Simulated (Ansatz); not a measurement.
# Ti (Im-3m, 1 atom in the cell): the cell at rest

Wanted: the relaxed cell of Ti (Im-3m, 1 atom in the cell).

Method: DFT PBEsol, scalar-relativistic, plane waves, PAW, in Ansatz 0.2.0.

This is not the structure that Ti takes at ambient pressure and room temperature (hexagonal, No. 194); it is a model or a phase of other conditions.

**1. The structure**

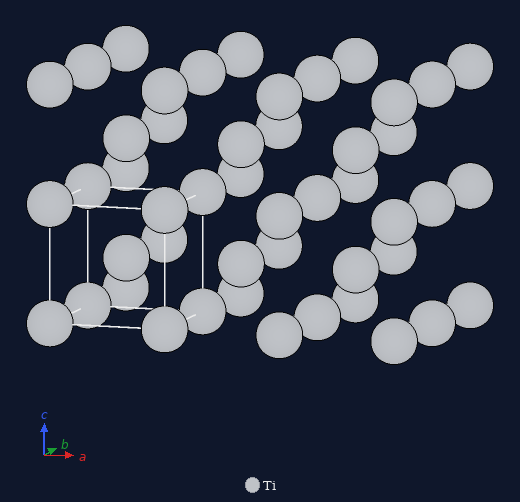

Start, viewed slightly off an axis; titanium light grey. 3×2×2 cells are drawn. This picture shows the conventional cell, with its axes. Some periodic images of atoms are drawn too.

**2. Probe on a coarse mesh**

First a cheap look: the gap decides the mesh and the occupations, the pressure tells how far the cell has to move.

Input file input.yaml:

```yaml
crystal:
  lattice:
    - [-1.641, 1.641, 1.641]
    - [1.641, -1.641, 1.641]
    - [1.641, 1.641, -1.641]
  atoms:
    - { symbol: Ti, position: [0.0, 0.0, 0.0] }
kpoints:
  mp_grid: { grid: [8, 8, 8] }
hamiltonian:
  xc: pbesol
scf:
  occupations: { method: gaussian, width: 0.1 }
output:
  forces: true
  stress: true
  eigenvalues: true
```

Started as:

```console
$ ansatz run input.yaml --threads 4 --pin off --max-ram 7168MiB --backend cpu --events-out ev --progress --plain --runs-dir out
```

Numbers of over 12 decimals in the logs are rounded to 6 here.

The log of the run:

```text
Engine: ansatz 0.2.0, aarch64-unknown-linux-gnu
Pseudopotentials: kind: paw
Pseudopotential: Ti, paw, valence charge 12, recommended cutoff 420 eV (normal), Ti.paw.azcp
Functional definition: PBEsol
  exchange = pbesol_x
  correlation = pbesol_c
Crystal: 1 atoms, lattice volume = 17.676 Å³
[...]
k-point 1: bands = ["-43.5360", "-19.6379", "-19.5699", "-19.5400", "7.3440", "13.4803", "13.6141", "14.0833", "15.2279", "15.4642"]
  k-point 2: bands = ["-43.4917", "-19.8704", "-19.6429", "-19.5414", "8.6837", "12.9767", "13.1840", "15.0958", "15.1610", "15.5464"]
  k-point 28: bands = ["-43.3402", "-19.9860", "-19.9860", "-19.9860", "10.6817", "10.6817", "16.6021", "16.6021", "16.6021", "20.9256"]
[key lines of the parts left out:]
SCF converged after 6 iterations
Free energy (F): -2473.774857 eV
Fermi energy:    12.729763 eV
P = ⅓ Tr σ = -6.9245 GPa (-69.245 kbar)
```

Run time: 0.28 s. Hardware: 4 threads of Arm Neoverse V2, shared host; peak memory 0.24 GiB.

Numbers from this step:

```yaml
pressure: -6.925 GPa
volume_per_atom: 17.68 Å³
gap_on_the_k_mesh: 0 eV
```

The coarse mesh shows no gap and a pressure of -6.9 GPa.

**3. Bringing the structure to rest**

The cell and atoms are relaxed, since residual forces and stress would shift the frequencies.

input.yaml, the sections that differ from step 2:

```yaml
kpoints:
  mp_grid: { grid: [18, 18, 18] }
output:
  forces: true
  stress: true
  eigenvalues: true
  write_density: true
  write_potential: true
  elf: true
  volumetric_format: npy
relax:
  adjacent_minimum: "off"
  f_tol: 0.005
  max_steps: 80
  cell: { stress_tol: 0.05 }
# crystal, hamiltonian, scf: as in step 2
```

The log of the run:

```text
[...]
Crystal: 1 atoms, lattice volume = 17.676 Å³
Basis set: ecut = 420 eV, 369 PW (Γ), exchange–correlation on 40×40×40 points (8 copies of the dense FFT grid, shifted against one another)
Bands: 10, of which v1, the nominal top of the filled ones, is band 6 counted from 1 (5 counted from 0)
Symmetry: 48 space group operations
[...]
k-points: 195 of 5832
[...]
SCF iter   1: F=—  HF=-2473.773917 eV  |F-HF|=—  |Δ(HF+E_count)|=         —  Δρ=4.92e-3  dr2=2.50e-3  ethr=1.77e-3  ⟨swp⟩=4.4  Hψ=10350  notcnv=0
[...]
SCF iter   6: F=-2473.772886 eV  HF=-2473.772886 eV  |F-HF|=1.18e-11  |Δ(HF+E_count)|=  8.34e-10  Δρ=6.38e-7  dr2=1.93e-11  ethr=6.94e-11  ⟨swp⟩=4.1  Hψ=8782  notcnv=0
SCF 1 converged in 6 iterations: F = -2473.772886 eV  dr2 = 1.93e-11
[...]
relax step   1: F+E_penalty+E_count = -2473.77288552 eV  Δ(F+E_penalty+E_count) = +0.000e0 eV  max|allowed force component| = 0.000e0 eV/Å  Δτ_max = 0.0000 Å  P = -6.740 GPa  Ω = 17.676 Å³  (6 SCF iters, dr2 threshold 1.00e-7 eV, accepted)
Crystal: 1 atoms, lattice volume = 15.575 Å³
Basis set: ecut = 420 eV, 321 PW (Γ), exchange–correlation on 40×40×40 points (8 copies of the dense FFT grid, shifted against one another)
[...]
iter 1 solved again at ethr=1.24e-5 eV; its pass at ethr=3.10e-3 eV (dr2=1.49e-3 eV) is discarded
[...]
SCF iter   5: F=-2473.776504 eV  HF=-2473.776504 eV  |F-HF|=1.54e-9  |Δ(HF+E_count)|=   1.30e-6  Δρ=5.05e-6  dr2=2.28e-9  ethr=8.33e-10  ⟨swp⟩=7.5  Hψ=11717  notcnv=0
SCF 2 converged in 5 iterations: F = -2473.776504 eV  dr2 = 2.28e-9
relax step   2: F+E_penalty+E_count = -2473.77650359 eV  Δ(F+E_penalty+E_count) = -3.618e-3 eV  max|allowed force component| = 0.000e0 eV/Å  Δτ_max = 0.0000 Å  P = +7.474 GPa  Ω = 15.575 Å³  energy of the carried Pulay correction = +1.268e-4 eV  (5 SCF iters, dr2 threshold 1.00e-7 eV, accepted)
Crystal: 1 atoms, lattice volume = 16.613 Å³
[...]
SCF iter   6: F=-2473.797914 eV  HF=-2473.797914 eV  |F-HF|=1.57e-9  |Δ(HF+E_count)|=   1.74e-7  Δρ=2.04e-6  dr2=2.00e-10  ethr=1.64e-10  ⟨swp⟩=6.9  Hψ=10953  notcnv=0
SCF 3 converged in 6 iterations: F = -2473.797914 eV  dr2 = 2.00e-10
relax step   3: F+E_penalty+E_count = -2473.79791388 eV  Δ(F+E_penalty+E_count) = -2.141e-2 eV  max|allowed force component| = 0.000e0 eV/Å  Δτ_max = 0.0000 Å  P = -0.501 GPa  Ω = 16.613 Å³  energy of the carried Pulay correction = +6.220e-5 eV  (6 SCF iters, dr2 threshold 1.00e-7 eV, accepted)
[...]
relax step   4: F+E_penalty+E_count = -2473.79803398 eV  Δ(F+E_penalty+E_count) = -1.201e-4 eV  max|allowed force component| = 0.000e0 eV/Å  Δτ_max = 0.0000 Å  P = -0.017 GPa  Ω = 16.542 Å³  energy of the carried Pulay correction = +6.652e-5 eV  (4 SCF iters, dr2 threshold 1.00e-7 eV, accepted)
[...]
SCF iter   5: F=-2473.797956 eV  HF=-2473.797956 eV  |F-HF|=4.55e-13  |Δ(HF+E_count)|=  4.18e-11  Δρ=6.38e-8  dr2=7.23e-13  ethr=1.00e-12  ⟨swp⟩=4.6  Hψ=6518  notcnv=0
SCF 5 converged in 5 iterations: F = -2473.797956 eV  dr2 = 7.23e-13
relax step   5: F+E_penalty+E_count = -2473.79795564 eV  Δ(F+E_penalty+E_count) = +7.834e-5 eV  max|allowed force component| = 0.000e0 eV/Å  Δτ_max = 0.0000 Å  P = -0.009 GPa  Ω = 16.542 Å³  stress off target by 8.79e-3 GPa  SCF on the basis re-selected at this cell (its energy is not comparable with the rows above)  (5 SCF iters)
basis re-selected at this cell: Δ(F+E_penalty+E_count) = +7.834e-5 eV, ΔP = +0.008 GPa vs the last step (what re-selecting the basis moved, of the pressure what is left beyond the Pulay correction that the steps carried, after the strain that the cell walked since its last selection, with what the two solves' SCF thresholds leave and, on support functions, any second-order correction that the steps lacked; it is no measure of the basis error at this ecutwfc). This SCF's stress stands 8.79e-3 GPa from its target on what of the cell is left free (relax.cell.stress_tol is 5.00e-2 GPa) and its largest allowed force component is 0.00e0 eV/Å (relax.f_tol is 5.00e-3 eV/Å): [rest of the remark cut]
SCF converged after 5 iterations
Free energy (F): -2473.797956 eV
[...]
Internal energy: -2473.786986 eV  (E = F + TS)
E sigma→0 (E₀):  -2473.792471 eV
Entropy (-TS):   -0.010970 eV (-10.970 meV/atom)
Fermi energy:    13.766523 eV
[...]
--- Stress (GPa, compression-positive) ---
       -0.008786      -0.000000       0.000000
        0.000000      -0.008786      -0.000000
       -0.000000       0.000000      -0.008786
  P = ⅓ Tr σ = -0.0088 GPa (-0.088 kbar)
--- Band table (eV; the first three rows and the last of 195) ---
[...]
--- Relaxed structure (4 steps of the walk, 4 accepted, 1 SCFs on fresh bases) ---
  F+E_penalty+E_count = -2473.79795564 eV   max|allowed force component| = 0.000e0 eV/Å   (the final SCF, on the basis selected at the relaxed cell)
  cell:  # Å, volume = 16.5417 Å³
    - [-1.605116, 1.605116, 1.605116]
    - [1.605116, -1.605116, 1.605116]
    - [1.605116, 1.605116, -1.605116]
  atoms:
    - { symbol: Ti, position: [0.0, 0.0, 0.0] }
```

Wall time 2.9 s (4 threads); peak memory 0.32 GiB; 10 s of CPU time.

The steps of the relaxation:

| step | energy less that of the first step (eV) | largest force component (eV/Å) | pressure (GPa) | volume (Å³) |
| --- | --- | --- | --- | --- |
| 1 | 0.0000 | 0.0000 | -6.74 | 17.68 |
| 2 | -0.0036 | 0.0000 | 7.47 | 15.57 |
| 3 | -0.0250 | 0.0000 | -0.50 | 16.61 |
| 4 | -0.0251 | 0.0000 | -0.02 | 16.54 |
| 5* | -0.0251 | 0.0000 | -0.01 | 16.54 |

Relaxation steps marked * repeat the geometry before them on a plane-wave basis chosen anew for their cell, so energy and pressure can jump there.

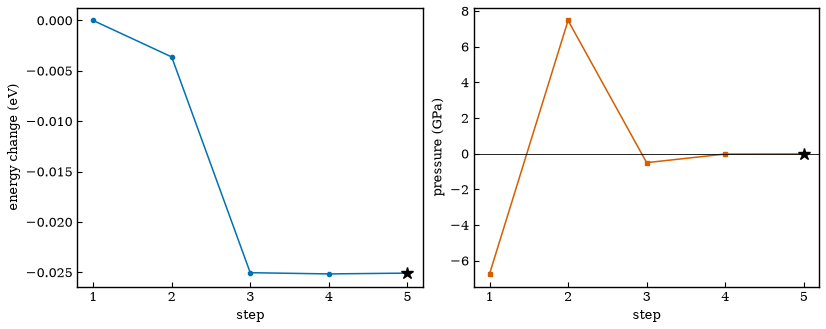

Energy and pressure along the relaxation. Stars mark steps on a basis chosen anew.

| conventional cell, symmetrised | before | after | change |
| --- | --- | --- | --- |
| a (Å) | 3.282 | 3.210 | -2.2 % |
| b (Å) | 3.282 | 3.210 | -2.2 % |
| c (Å) | 3.282 | 3.210 | -2.2 % |
| volume (Å³/atom) | 17.68 | 16.54 | -6.4 % |

Final coordinates:

```cif
data_structure
_symmetry_space_group_name_H-M 'P 1'
_symmetry_Int_Tables_number 1
_cell_length_a 2.7801
_cell_length_b 2.7801
_cell_length_c 2.7801
_cell_angle_alpha 109.471
_cell_angle_beta 109.471
_cell_angle_gamma 109.471
_cell_volume 16.54
loop_
_atom_site_label
_atom_site_type_symbol
_atom_site_fract_x
_atom_site_fract_y
_atom_site_fract_z
_atom_site_occupancy
Ti1 Ti 0.00000 0.00000 0.00000 1
```

This step gave:

- pressure: -0.008786 GPa
- volume per atom: 16.54 Å³

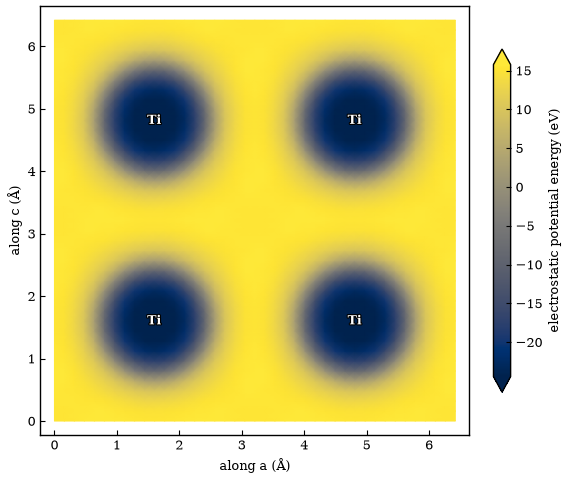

Electrostatic potential energy in the ac plane of the conventional cell at fractional y = 0.000, with atoms of Ti within 0.2 Å of it. With pseudopotentials it is smooth inside the atoms' cores, unlike the true potential. The map starts off the cell's origin, so that atoms lie inside it.

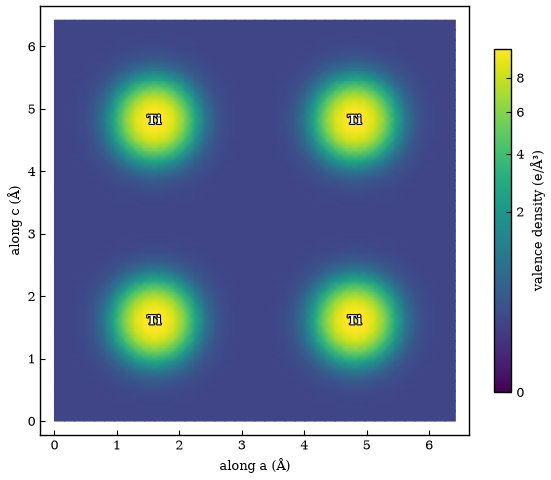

Valence density in the ac plane of the conventional cell at fractional y = 0.000, with atoms of Ti within 0.2 Å of it. It is the smooth field of the valence electrons, not physical close to the nuclei. The map starts off the cell's origin, so that atoms lie inside it. The colour scale is stretched toward low values.

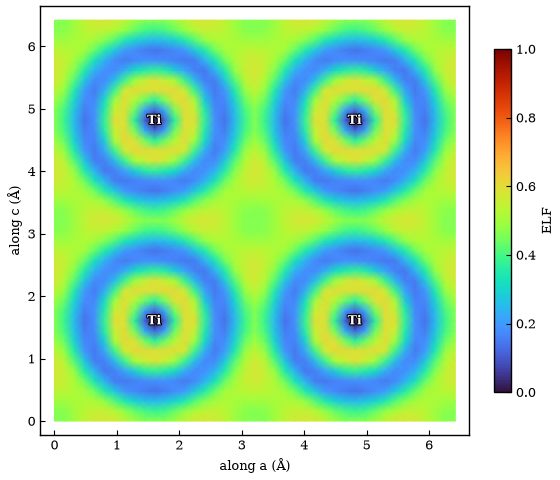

ELF in the ac plane of the conventional cell at fractional y = 0.000, with atoms of Ti within 0.2 Å of it. It is the smooth field of the valence electrons, not physical close to the nuclei. The map starts off the cell's origin, so that atoms lie inside it.

In this step the volume went from 17.68 to 16.54 Å³/atom.

**4. Relaxing to small forces for the phonons**

Phonons need a cell at rest on their own settings, so the relaxation is repeated with tight tolerances on forces and stress on the k mesh and occupations of the first response run.

Input file input.yaml:

```yaml
crystal:
  lattice:
    - [-1.6051160627, 1.6051160627, 1.6051160627]
    - [1.6051160627, -1.6051160627, 1.6051160627]
    - [1.6051160627, 1.6051160627, -1.6051160627]
  atoms:
    - { symbol: Ti, position: [0.0, 0.0, 0.0] }
kpoints:
  mp_grid: { grid: [20, 20, 20] }
hamiltonian:
  xc: pbesol
scf:
  occupations: { method: methfessel_paxton, width: 0.2 }
output:
  forces: true
  stress: true
  eigenvalues: true
relax:
  adjacent_minimum: "off"
  f_tol: 0.001
  max_steps: 60
  cell: { stress_tol: 0.01 }
```

The log of the run:

```text
[...]
Crystal: 1 atoms, lattice volume = 16.542 Å³
Basis set: ecut = 420 eV, 321 PW (Γ), exchange–correlation on 40×40×40 points (8 copies of the dense FFT grid, shifted against one another)
Bands: 10, of which v1, the nominal top of the filled ones, is band 6 counted from 1 (5 counted from 0)
[... 1 set-up line as in the run before ...]
[...]
k-points: 256 of 8000
[...]
0.000000      -0.000000      -0.000673
  P = ⅓ Tr σ = -0.0007 GPa (-0.007 kbar)
--- Band table (eV; the first three rows and the last of 256) ---
[...]
--- Relaxed structure (3 steps of the walk, 3 accepted, 1 SCFs on fresh bases) ---
[...]
cell:  # Å, volume = 16.5209 Å³
    - [-1.604445, 1.604445, 1.604445]
    - [1.604445, -1.604445, 1.604445]
    - [1.604445, 1.604445, -1.604445]
  atoms:
    - { symbol: Ti, position: [0.0, 0.0, 0.0] }
[key lines of the parts left out:]
SCF converged after 5 iterations
Free energy (F): -2473.792225 eV
Fermi energy:    13.787649 eV
```

Run time: 2.5 s. Hardware: 4 threads; peak memory 0.34 GiB; 8.5 s of CPU time.

Little changed from the start: no atom moved by 0.005 Å and no cell edge by 0.1 %.

This step gave:

| Property | Result |
| --- | --- |
| pressure | -6.73e-4 GPa |
| volume per atom | 16.52 Å³ |

The forces vanish by symmetry and the pressure is -0.001 GPa, within the tolerances set. The cell now holds 16.52 Å³/atom.

**5. Results**

```yaml
space_group_after_relaxation_within_0p01_a: Im-3m
lattice_constant_a: 3.209 Å
lattice_constant_b: 3.209 Å
lattice_constant_c: 3.209 Å
volume_per_atom: 16.5 Å³
```

In words: The forces vanish by symmetry and the pressure is -0.001 GPa, within the tolerances set. The cell now holds 16.52 Å³/atom. The relaxation keeps the symmetry of its start, so it says nothing on stability against lower symmetry.

[Logs are printed without paths, hosts, clocks, repeated set-up lines and the standing remarks that a program may print on its own settings, such as how far it seeks lower states.]

[Hosts, paths, dates, database ids (printed as entryN), source tags and the programs' standing remarks are cut or masked in the printed files.]
